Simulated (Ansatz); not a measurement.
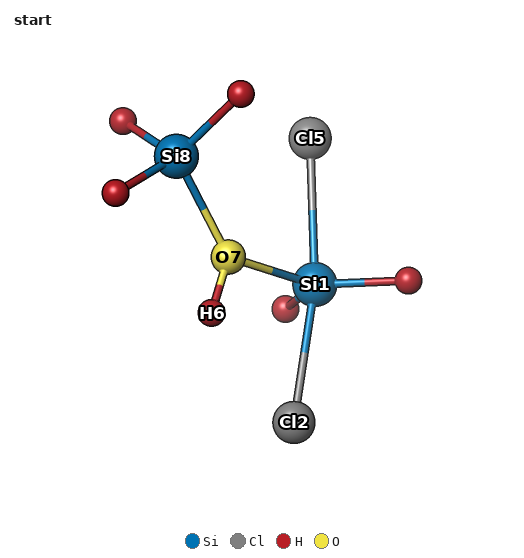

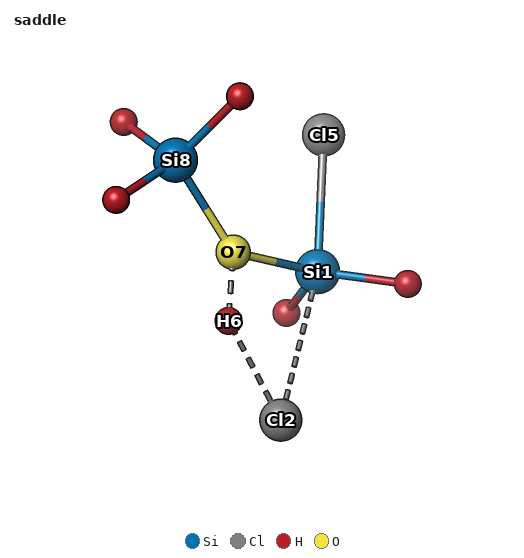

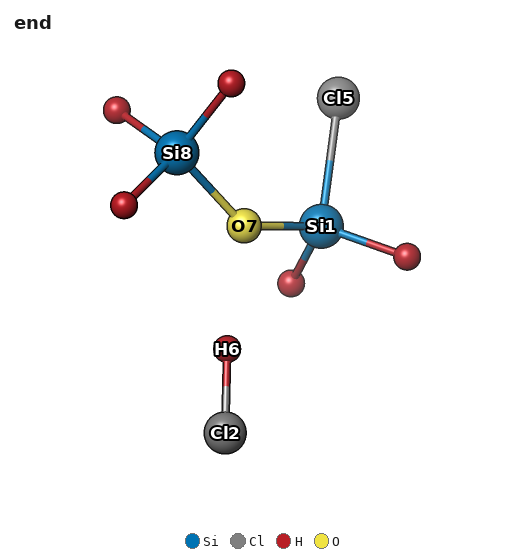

A saddle point and the two end points reached downhill from it. Broken sticks mark bonds that form or break. Charge 0, singlet. Geometries: PBE0-D4/def2-TZVP; all other levels are single points on them, and energies count from the start as drawn. Program: Ansatz 0.2.0. In CBS estimates cores are frozen, and CCSD(T) − MP2 is taken in the smaller basis.

Question: Which bonds form and which break from start to end?

Answer: Formed: Cl2–H6; broken: Si1–Cl2, H6–O7. At the saddle point Cl2···H6 is 1.72 Å, Si1···Cl2 is 2.52 Å, H6···O7 is 1.07 Å.

Give the electronic barrier and the reaction energy from start to end in kcal/mol (no zero-point energy) with CCSD(T)/CBS (MP2 limit from def2-TZVPP and def2-QZVPP plus CCSD(T) − MP2).

| level | barrier | reaction energy |
| --- | --- | --- |
| CCSD(T)/CBS (MP2 limit from def2-TZVPP and def2-QZVPP plus CCSD(T) − MP2) | 2.6 | −18.1 |
